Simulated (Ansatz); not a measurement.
# ReS2 monolayer (2H): a soft mode frozen in, part 3 of 3

Which phase does ReS2 monolayer (2H) fall into along its unstable mode, and how much energy does it gain?

Ansatz 0.2.0; DFT PBEsol, scalar-relativistic, plane waves, PAW.

So far. Step 5 (Energy along the mode, all amplitudes (two of the runs …): The lowest of the steps tried is at 0.14 Å, 14.3 meV/atom below the parent; the bottom of the well need not coincide with a step. Step 7 (The new phase in its own primitive cell): The largest force component left is 0.21 meV/Å, within the tolerances set.

### Step 8. Modes of the new phase, k-mesh 9×9×1

A relaxed structure may still be a saddle point, so its zone-centre modes are computed. No field response is asked, since the mesh shows no gap.

File input.yaml:

```yaml
crystal:
  lattice:
    - [4.6317610438, 2.6741484854, 0.0]
    - [0.0, 5.3482969709, 0.0]
    - [0.0, 0.0, 30.0]
  atoms:
    - { symbol: Re, position: [0.9629339346, 0.3703993987, 0.3333333333] }
    - { symbol: Re, position: [0.3333333333, 0.6296006013, 0.3333333333] }
    - { symbol: Re, position: [0.7037327321, 1.0, 0.3333333333] }
    - { symbol: S, position: [0.3333333333, 0.0, 0.3796701088] }
    - { symbol: S, position: [0.6666666667, 0.3333333333, 0.3895030193] }
    - { symbol: S, position: [1.0, 0.6666666667, 0.3895030193] }
    - { symbol: S, position: [0.3333333333, 0.0, 0.2869965579] }
    - { symbol: S, position: [0.6666666667, 0.3333333333, 0.2771636473] }
    - { symbol: S, position: [1.0, 0.6666666667, 0.2771636473] }
  periodic: [true, true, false]
kpoints:
  mp_grid: { grid: [9, 9, 1] }
hamiltonian:
  xc: pbesol
scf:
  occupations: { method: methfessel_paxton, width: 0.15 }
output:
  eigenvalues: true
phonons:
  method: dfpt
```

The run is started by

```console
ansatz run input.yaml --threads 8 --pin off --max-ram 14336MiB --backend cpu --events-out ev --progress --plain --runs-dir out
```

Numbers of over 12 decimals in the logs are rounded to 6 here.

Output:

```text
[...]
Crystal: 9 atoms, lattice volume = 743.161 Å³
Basis set: ecut = 420 eV, 14471 PW (Γ), exchange–correlation on 72×72×432 points (8 copies of the dense FFT grid, shifted against one another)
Bands: 50, of which v1, the nominal top of the filled ones, is band 41 counted from 1 (40 counted from 0)
Symmetry: 12 space group operations
k-points: 41 of 81 (irreducible under 1 space group operation, time reversal used)
[...]
SCF iter   1: F=—  HF=-37524.323817 eV  |F-HF|=—  |Δ(HF+E_count)|=         —  Δρ=5.28e-3  dr2=2.20e-1  ethr=1.77e-3  ⟨swp⟩=15.7  Hψ=14711  notcnv=0
[...]
SCF iter  12: F=-37524.293009 eV  HF=-37524.293009 eV  |F-HF|=1.46e-10  |Δ(HF+E_count)|=  2.84e-10  S|Δr|=    0.00e0  Δρ=1.15e-8  dr2=1.89e-12  ethr=1.00e-12  ⟨swp⟩=21.4  Hψ=17523  notcnv=0
SCF 1 converged in 12 iterations: F = -37524.293009 eV  dr2 = 1.89e-12
[...]
DFPT response loops at Γ: preconditioner auto → none (partly filled bands, converged f_vac=0.763); β = 0.50; Broyden in place of MSR1
SCF converged after 12 iterations
[...]
Free energy (F): -37524.293009 eV
[...]
Internal energy: -37524.282848 eV  (E = F + TS)
E sigma→0 (E₀):  -37524.290469 eV
Entropy (-TS):   -0.010161 eV (-1.129 meV/atom)
Fermi energy:    -4.445386 eV
[...]
--- Band table (eV; the first three rows and the last of 41) ---
  k-point 0: bands = [... 37 lower, -6.9553, -6.9553, -4.6899, -4.6899, -3.4814, -3.4814, -3.3395, -3.1178, ... 5 higher]
  k-point 1: bands = [... 37 lower, -7.0680, -6.9284, -4.6364, -4.5863, -3.4570, -3.3979, -3.3283, -3.2112, ... 5 higher]
  k-point 2: bands = [... 37 lower, -6.9563, -6.9254, -4.6537, -4.4162, -3.6200, -3.4444, -3.2799, -3.1339, ... 5 higher]
  k-point 40: bands = [... 37 lower, -7.0367, -6.9364, -4.8857, -4.3250, -4.1840, -3.6687, -3.5128, -3.4861, ... 5 higher]
--- Phonons (Γ-DFPT): 6 representative perturbations + reference, on 41 of 81 k-points (Σ response iterations 33) ---
  k mesh reduced under 1 symmetry operation, with k and −k counted as one. Each operation leaves every solved perturbation unchanged. A smaller set is not used because it would not reduce the number of displacements times k-points to solve
  ASR residual: 5.340e-5 → 0.000e0 eV/Å²; symmetrization residual: 9.282e-6 eV/Å²
  ASR residual per site (eV/Å²): 5.34e-5 5.34e-5 5.34e-5 1.19e-5 3.52e-5 3.52e-5 1.19e-5 3.52e-5 3.52e-5
  Γ frequencies (cm⁻¹): -122.35 -32.93 -32.93 0.00 0.00 0.00 141.91 141.91 141.91 256.14 260.24 260.24 281.21 281.21 289.38 289.38 315.90 315.90 320.36 325.88 325.88 333.19 338.37 339.97 346.46 346.46 391.21
  non-analytic LO–TO correction: not included (Born effective charges unavailable; polar crystals: no LO–TO splitting at Γ)
```

Wall time 4.8 min (8 threads of Arm Neoverse V1, shared host); peak memory 5.8 GiB.

Numbers from this step:

* sum-rule residual before enforcement: 5.34e-5 eV/Å²
* highest optical mode at the zone centre (no LO-TO term): 391.2 cm⁻¹
* lowest optical zone-centre mode: -122.3 cm⁻¹

Patterns of degenerate modes are one choice out of their space. Modes at Γ, with each element's share of the kinetic energy (negative means imaginary):

| mode | frequency (cm⁻¹) | symmetry | Re % | S % |
| --- | --- | --- | --- | --- |
| 1 | -122.3 | A2' | 94 | 6 |
| 2 | -32.9 | E' | 81 | 19 |
| 3 | -32.9 | E' | 81 | 19 |
| 4 | 0.0 | acoustic | 74 | 26 |
| 5 | 0.0 | acoustic | 74 | 26 |
| 6 | 0.0 | acoustic | 74 | 26 |
| 7 | 141.9 | not assigned | 86 | 14 |
| 8 | 141.9 | not assigned | 72 | 28 |
| 9 | 141.9 | not assigned | 72 | 28 |
| 10 | 256.1 | A2'' | 3 | 97 |
| 11 | 260.2 | E'' | 6 | 94 |
| 12 | 260.2 | E'' | 6 | 94 |
| 13 | 281.2 | E' | 21 | 79 |
| 14 | 281.2 | E' | 21 | 79 |
| 15 | 289.4 | E'' | 3 | 97 |
| 16 | 289.4 | E'' | 3 | 97 |
| 17 | 315.9 | E' | 4 | 96 |
| 18 | 315.9 | E' | 4 | 96 |
| 19 | 320.4 | A2'' | 22 | 78 |
| 20 | 325.9 | E'' | 19 | 81 |
| 21 | 325.9 | E'' | 19 | 81 |
| 22 | 333.2 | A2' | 6 | 94 |
| 23 | 338.4 | A1' | 12 | 88 |
| 24 | 340.0 | A1'' | 0 | 100 |
| 25 | 346.5 | E' | 20 | 80 |
| 26 | 346.5 | E' | 20 | 80 |
| 27 | 391.2 | A1' | 3 | 97 |

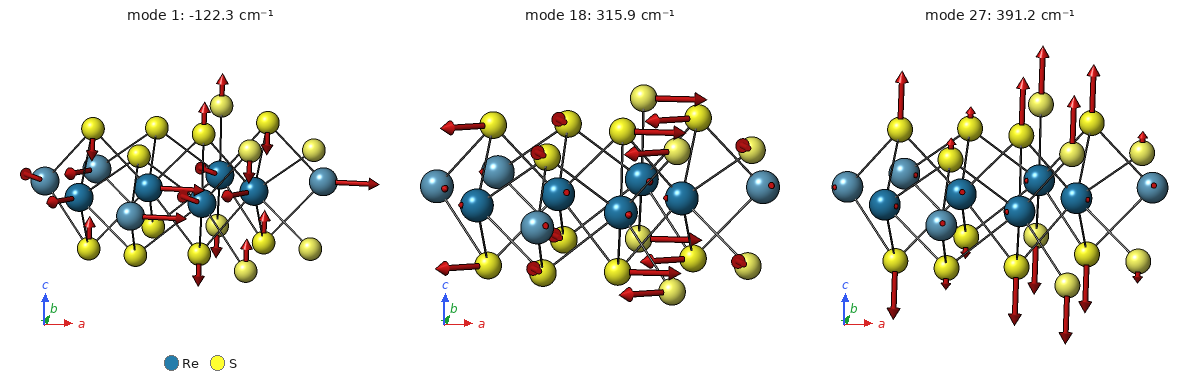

Displacement patterns of modes 1, 18 and 27 at Γ; arrows are exaggerated. Some periodic images of atoms are drawn too.

Before it was imposed, the acoustic sum rule was missed by 5.3e-5 eV/Å². Small misses are needed for a sound result but don't prove that mesh and cutoff are converged. The lowest optical mode is imaginary, 122.3i cm⁻¹, so the energy falls along it.

### Step 9. The phases reached

The phases reached along the modes that were followed are set side by side.

Energies are those of the first relaxation, on the mesh of the frozen mode; space group, volume and gap are those of the last relaxation. Phases, by row:

| mode frozen in | space group | energy from parent (meV/atom) | volume (Å³/atom) | gap on mesh (eV) | lowest zone-centre optical mode (cm⁻¹) | largest shift (Å) |
| --- | --- | --- | --- | --- | --- | --- |
| parent | P-6m2 | 0 | 77.97 | 0 | – | – |
| q = (0, -0.5, 0), 226i cm⁻¹ | Pmm2 | -107.1 | 84.18 | 0 | 143.4 | 0.273 |
| q = (0.333, 0.333, 0), 132i cm⁻¹ | P-62m | -36.44 | 82.57 | 0 | -122.3 | 0.277 |

### Step 10. Summary of results

| Property | Result |
| --- | --- |
| unstable mode of the parent | q = (0.333, 0.333, 0), 132i cm⁻¹ |
| depth at the lowest point sampled | 14.3 meV/atom |
| largest atomic shift at that point | 0.14 Å |
| space group reached (within 0.01 Å) | P-62m |
| energy gained over the parent (first relaxation, on the mesh of the frozen mode) | 36.4 meV/atom |
| area per atom, phase reached | 2.75 Å² |
| lowest optical zone-centre mode, phase reached | -122 cm⁻¹ |
| highest optical mode at the zone centre (no LO-TO term), phase reached | 391 cm⁻¹ |

**Reading.** Along this mode the structure falls into P-62m, 36.4 meV/atom below the parent. At the parent's cell the well is 14.33 meV/atom deep on the steps tried, with its lowest point at a shift of 0.14 Å. Relaxing atoms and cell changes the gain by +22.11 meV/atom against the lowest step (energies at zero smearing). Most of the total comes from this relaxation. The new phase still has an imaginary mode at the zone centre of its cell, so it is a saddle point on the way to a lower structure. Of the 2 patterns followed to their end from this parent, this one ends 70.7 meV/atom above the lowest, Pmm2. Each path keeps the symmetry of its pattern, so a lower phase may lie along a pattern not tried. With no gap, or one that is small against the smearing, the frequencies hang on the k mesh and the smearing, most of all near Kohn anomalies. The phonon runs are without spin polarisation, although the cell has an odd electron count. In a sheet or slab the interpolated bending branch near Γ is rough, since the rotational sum rule isn't imposed. Spin-orbit coupling is left out, which can matter for the heavy elements here. A phonon run warned that its eigensolver left some bands unconverged in a pass. The starting cell was built on a prototype and not taken from a measurement.

[Logs are printed without paths, hosts, clocks, repeated set-up lines and the standing remarks that a program may print on its own settings, such as how far it seeks lower states.]

[Hosts, paths, dates, database ids (printed as entryN), source tags and the programs' standing remarks are cut or masked in the printed files.]
